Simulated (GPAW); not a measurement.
**Molecular dynamics, with input and output: BH$_{2}$O (part 2 of 2)**

The same run, continued: BH$_{2}$O, multiplicity 2, SMILES B[O]; HCTH407/dzp, UKS, scalar-relativistic datasets (GPAW 26.7.0). The geometry comes from this level: PBE0-D4/def2-TZVP.

Geometry of the input (Å):
```
B  -0.0011  -0.0103  -0.0151
O  1.0253  -0.3408  0.6769
H  -1.0526  -0.5877  0.1516
H  0.0839  0.8785  -0.8336
```

**Trajectory as extended XYZ, continued**
```
4
Properties=species:S:1:pos:R:3:forces:R:3 step=25 time_fs=12.5 energy=-17.71547 temperature=214.2
B     8.0237    7.6069    7.8729    1.3772  -0.7613  -0.9660
O     9.0908    7.2413    8.4974   -0.3048   0.3453   0.2980
H     7.0255    6.9348    7.7621   -0.9390  -0.1404   0.4058
H     8.2047    8.3046    6.8466   -0.1398   0.5243   0.1768
4
Properties=species:S:1:pos:R:3:forces:R:3 step=26 time_fs=13.0 energy=-17.71835 temperature=223.5
B     8.0251    7.6049    7.8719    1.3622  -0.7432  -0.7869
O     9.0904    7.2419    8.4972   -0.2132   0.2887   0.3504
H     7.0245    6.9489    7.7631   -1.0731  -0.2676   0.4015
H     8.1969    8.3016    6.8607   -0.0775   0.6745  -0.0493
4
Properties=species:S:1:pos:R:3:forces:R:3 step=27 time_fs=13.5 energy=-17.72088 temperature=232.3
B     8.0268    7.6028    7.8708    1.2935  -0.7534  -0.6107
O     9.0900    7.2425    8.4969   -0.1161   0.2270   0.4038
H     7.0210    6.9625    7.7651   -1.1626  -0.3568   0.4048
H     8.1888    8.3003    6.8748   -0.0151   0.8221  -0.2622
4
Properties=species:S:1:pos:R:3:forces:R:3 step=28 time_fs=14.0 energy=-17.72519 temperature=244.3
B     8.0287    7.6005    7.8695    1.1640  -0.7880  -0.4524
O     9.0896    7.2433    8.4968   -0.0151   0.1615   0.4569
H     7.0146    6.9754    7.7681   -1.1817  -0.3968   0.4094
H     8.1807    8.3010    6.8884    0.0402   0.9593  -0.4890
4
Properties=species:S:1:pos:R:3:forces:R:3 step=29 time_fs=14.5 energy=-17.73310 temperature=263.4
B     8.0310    7.5980    7.8681    0.9731  -0.8357  -0.3288
O     9.0891    7.2440    8.4967    0.0887   0.0938   0.5087
H     7.0054    6.9874    7.7722   -1.1310  -0.4025   0.4101
H     8.1726    8.3041    6.9009    0.0729   1.0826  -0.6716
4
Properties=species:S:1:pos:R:3:forces:R:3 step=30 time_fs=15.0 energy=-17.74623 temperature=292.3
B     8.0335    7.5953    7.8666    0.7270  -0.8784  -0.2531
O     9.0887    7.2448    8.4966    0.1914   0.0250   0.5565
H     6.9934    6.9985    7.7773   -1.0138  -0.3642   0.4189
H     8.1647    8.3098    6.9119    0.0944   1.1574  -0.7916
4
Properties=species:S:1:pos:R:3:forces:R:3 step=31 time_fs=15.5 energy=-17.76489 temperature=331.3
B     8.0361    7.5924    7.8651    0.4374  -0.8974  -0.2337
O     9.0883    7.2455    8.4967    0.2918  -0.0433   0.5990
H     6.9790    7.0089    7.7835   -0.8425  -0.2958   0.4251
H     8.1570    8.3183    6.9211    0.1060   1.1806  -0.8532
4
Properties=species:S:1:pos:R:3:forces:R:3 step=32 time_fs=16.0 energy=-17.78761 temperature=377.4
B     8.0389    7.5893    7.8635    0.1194  -0.8788  -0.2731
O     9.0880    7.2463    8.4969    0.3883  -0.1094   0.6345
H     6.9625    7.0186    7.7908   -0.6060  -0.2148   0.4178
H     8.1494    8.3297    6.9283    0.1071   1.1403  -0.8444
4
Properties=species:S:1:pos:R:3:forces:R:3 step=33 time_fs=16.5 energy=-17.81184 temperature=426.2
B     8.0417    7.5860    7.8618   -0.2099  -0.8130  -0.3644
O     9.0877    7.2470    8.4971    0.4775  -0.1714   0.6613
H     6.9445    7.0278    7.7991   -0.3547  -0.1186   0.3999
H     8.1422    8.3439    6.9335    0.0988   1.0514  -0.7625
4
Properties=species:S:1:pos:R:3:forces:R:3 step=34 time_fs=17.0 energy=-17.83477 temperature=471.9
B     8.0445    7.5825    7.8601   -0.5357  -0.6958  -0.4902
O     9.0874    7.2478    8.4975    0.5552  -0.2278   0.6774
H     6.9256    7.0368    7.8084   -0.0894  -0.0204   0.3829
H     8.1351    8.3606    6.9370    0.0835   0.9098  -0.6236
4
Properties=species:S:1:pos:R:3:forces:R:3 step=35 time_fs=17.5 energy=-17.85328 temperature=508.5
B     8.0471    7.5789    7.8583   -0.8367  -0.5389  -0.6377
O     9.0873    7.2485    8.4980    0.6185  -0.2768   0.6818
H     6.9066    7.0457    7.8187    0.1627   0.0564   0.3490
H     8.1283    8.3796    6.9390    0.0675   0.7078  -0.4478
4
Properties=species:S:1:pos:R:3:forces:R:3 step=36 time_fs=18.0 energy=-17.86519 temperature=532.3
B     8.0495    7.5751    7.8563   -1.1003  -0.3506  -0.7878
O     9.0872    7.2491    8.4985    0.6638  -0.3178   0.6724
H     6.8879    7.0549    7.8298    0.3944   0.1265   0.3205
H     8.1216    8.4003    6.9400    0.0459   0.4885  -0.2622
4
Properties=species:S:1:pos:R:3:forces:R:3 step=37 time_fs=18.5 energy=-17.86923 temperature=541.0
B     8.0517    7.5713    7.8542   -1.3239  -0.1389  -0.9177
O     9.0873    7.2497    8.4992    0.6885  -0.3496   0.6474
H     6.8701    7.0643    7.8417    0.6206   0.1838   0.2849
H     8.1150    8.4221    6.9403    0.0427   0.2403  -0.0603
4
Properties=species:S:1:pos:R:3:forces:R:3 step=38 time_fs=19.0 energy=-17.86554 temperature=535.1
B     8.0536    7.5675    7.8518   -1.4991   0.0791  -1.0137
O     9.0874    7.2503    8.5000    0.6916  -0.3717   0.6053
H     6.8538    7.0742    7.8544    0.8078   0.2164   0.2307
H     8.1085    8.4446    6.9406    0.0304   0.0189   0.1184
4
Properties=species:S:1:pos:R:3:forces:R:3 step=39 time_fs=19.5 energy=-17.85595 temperature=518.0
B     8.0552    7.5636    7.8493   -1.6226   0.2908  -1.0676
O     9.0877    7.2508    8.5008    0.6715  -0.3848   0.5457
H     6.8395    7.0847    7.8676    0.9539   0.2377   0.1822
H     8.1021    8.4671    6.9411    0.0187  -0.1911   0.2753
4
Properties=species:S:1:pos:R:3:forces:R:3 step=40 time_fs=20.0 energy=-17.84249 temperature=493.1
B     8.0564    7.5599    7.8465   -1.6967   0.4887  -1.0759
O     9.0881    7.2513    8.5018    0.6280  -0.3894   0.4690
H     6.8274    7.0958    7.8813    1.0778   0.2419   0.1338
H     8.0957    8.4893    6.9424    0.0282  -0.3971   0.4087
4
Properties=species:S:1:pos:R:3:forces:R:3 step=41 time_fs=20.5 energy=-17.82666 temperature=464.4
B     8.0572    7.5562    7.8434   -1.7203   0.6666  -1.0404
O     9.0885    7.2517    8.5028    0.5624  -0.3859   0.3762
H     6.8178    7.1075    7.8953    1.1637   0.2371   0.0779
H     8.0893    8.5105    6.9447    0.0420  -0.5958   0.5193
4
Properties=species:S:1:pos:R:3:forces:R:3 step=42 time_fs=21.0 energy=-17.81089 temperature=436.4
B     8.0576    7.5527    7.8402   -1.6937   0.8265  -0.9622
O     9.0890    7.2520    8.5039    0.4768  -0.3760   0.2688
H     6.8111    7.1198    7.9096    1.2079   0.2176   0.0214
H     8.0830    8.5303    6.9483    0.0563  -0.7484   0.6041
4
Properties=species:S:1:pos:R:3:forces:R:3 step=43 time_fs=21.5 energy=-17.79727 temperature=412.7
B     8.0577    7.5494    7.8367   -1.6193   0.9704  -0.8462
O     9.0896    7.2523    8.5050    0.3737  -0.3610   0.1500
H     6.8071    7.1327    7.9240    1.2212   0.1825  -0.0333
H     8.0768    8.5484    6.9533    0.0754  -0.8682   0.6566
4
Properties=species:S:1:pos:R:3:forces:R:3 step=44 time_fs=22.0 energy=-17.78685 temperature=395.5
B     8.0574    7.5463    7.8330   -1.4967   1.0963  -0.6994
O     9.0903    7.2525    8.5062    0.2579  -0.3423   0.0231
H     6.8061    7.1461    7.9383    1.2025   0.1406  -0.0756
H     8.0708    8.5645    6.9600    0.0971  -0.9636   0.6776
4
Properties=species:S:1:pos:R:3:forces:R:3 step=45 time_fs=22.5 energy=-17.78043 temperature=385.8
B     8.0567    7.5435    7.8292   -1.3311   1.2038  -0.5318
O     9.0910    7.2527    8.5073    0.1341  -0.3216  -0.1085
H     6.8079    7.1598    7.9526    1.1382   0.0794  -0.1129
H     8.0649    8.5783    6.9683    0.1090  -1.0279   0.6677
4
Properties=species:S:1:pos:R:3:forces:R:3 step=46 time_fs=23.0 energy=-17.77752 temperature=382.8
B     8.0557    7.5409    7.8252   -1.1249   1.2959  -0.3488
O     9.0917    7.2528    8.5085    0.0057  -0.3003  -0.2418
H     6.8124    7.1739    7.9666    1.0340   0.0011  -0.1432
H     8.0593    8.5898    6.9784    0.1243  -1.0669   0.6454
4
Properties=species:S:1:pos:R:3:forces:R:3 step=47 time_fs=23.5 energy=-17.77716 temperature=384.8
B     8.0545    7.5386    7.8212   -0.8811   1.3755  -0.1516
O     9.0924    7.2529    8.5096   -0.1229  -0.2799  -0.3737
H     6.8194    7.1880    7.9804    0.8992  -0.0862  -0.1592
H     8.0539    8.5987    6.9900    0.1466  -1.0927   0.5917
4
Properties=species:S:1:pos:R:3:forces:R:3 step=48 time_fs=24.0 energy=-17.77771 temperature=388.6
B     8.0531    7.5366    7.8171   -0.6039   1.4397   0.0522
O     9.0931    7.2530    8.5107   -0.2483  -0.2615  -0.5015
H     6.8285    7.2019    7.9939    0.7082  -0.1793  -0.1756
H     8.0488    8.6051    7.0031    0.1711  -1.0904   0.5176
4
Properties=species:S:1:pos:R:3:forces:R:3 step=49 time_fs=24.5 energy=-17.77761 temperature=391.3
B     8.0516    7.5349    7.8131   -0.2963   1.4878   0.2567
O     9.0938    7.2530    8.5117   -0.3673  -0.2458  -0.6219
H     6.8393    7.2155    8.0070    0.5027  -0.2729  -0.1752
H     8.0442    8.6089    7.0176    0.2019  -1.0575   0.4366
4
Properties=species:S:1:pos:R:3:forces:R:3 step=50 time_fs=25.0 energy=-17.77555 temperature=389.9
B     8.0500    7.5336    7.8091    0.0358   1.5154   0.4590
O     9.0944    7.2530    8.5126   -0.4771  -0.2340  -0.7323
H     6.8513    7.2285    8.0198    0.2643  -0.3774  -0.1584
H     8.0400    8.6103    7.0331    0.2264  -0.9930   0.3393
```

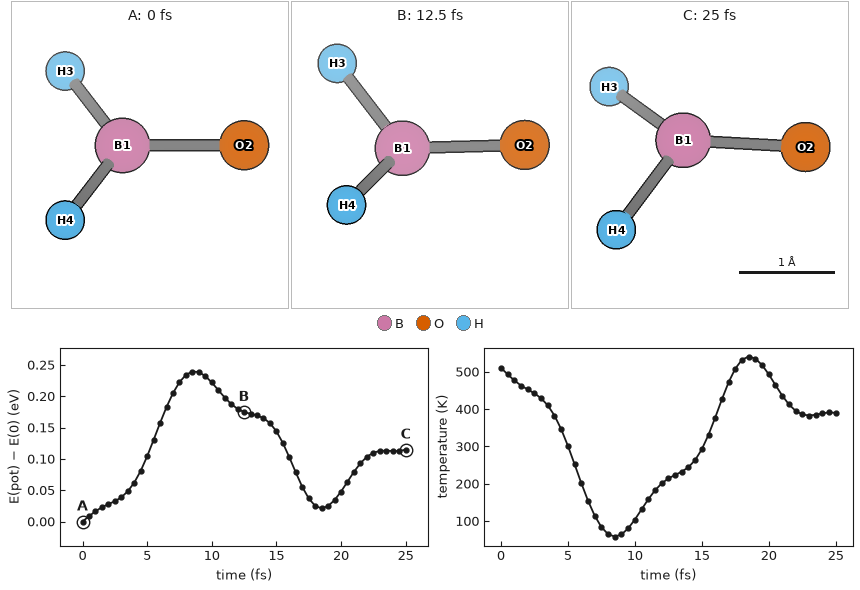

**Figure 1.** Frames of the molecular dynamics (ball-and-stick, seen at an oblique angle) above the curves, on which the letters mark them. The trajectory kept here has 51 frames over 25 fs. The temperature starts at 511 K, ranges from 58 to 541 K and averages 394 K over the second half. The potential energy ends 0.115 eV above its first value. After an unweighted best fit of the last frame on the first, the root-mean-square displacement is 0.10 Å.

**Summary**

| quantity | value |
| --- | --- |
| outcome | finished |
| mean temperature over the second half | 394 K |
| trajectory | 51 frames kept, 25 fs |
| basis functions (step not recorded) | 36 |
| wall time | 20 min |
| peak memory | 1.5 GiB |

**Notes**

Settings chosen away from the usual ones: vacuum set to 7.0 (from 4.5). Further notes kept with the run: datasets made with stock radii, not tested. So short a trajectory is not equilibrated.
